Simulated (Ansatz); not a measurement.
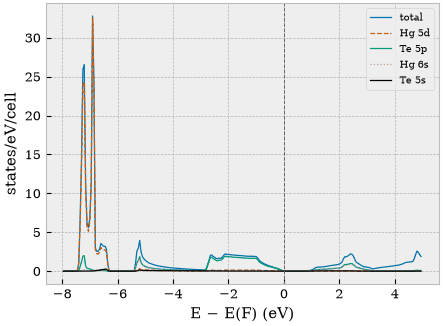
Figure: Total and projected density of states of HgTe (zinc blende, F-43m), DFT-r²SCAN in the program Ansatz with PAW potentials

Task: Which orbitals carry the states next to the Fermi level?

Result: Within 0.5 eV of the Fermi level: Te 5p 87 %, Hg 5d 8 %. Projections are on Löwdin-orthogonalised atomic valence shells; empty p or d shells of many metals are not among them.

Task: Where is the tallest occupied peak in this window, and what makes it?

Result: Near -6.9 eV, about 33 states/eV per cell; the largest projected share is Hg 5d.

Symmetry was held in the r²SCAN relaxation; of distortions, only those at the zone centre were tested. Spin–orbit coupling is left out wherever it is not named.

Potentials: the later of the program's two PAW sets.
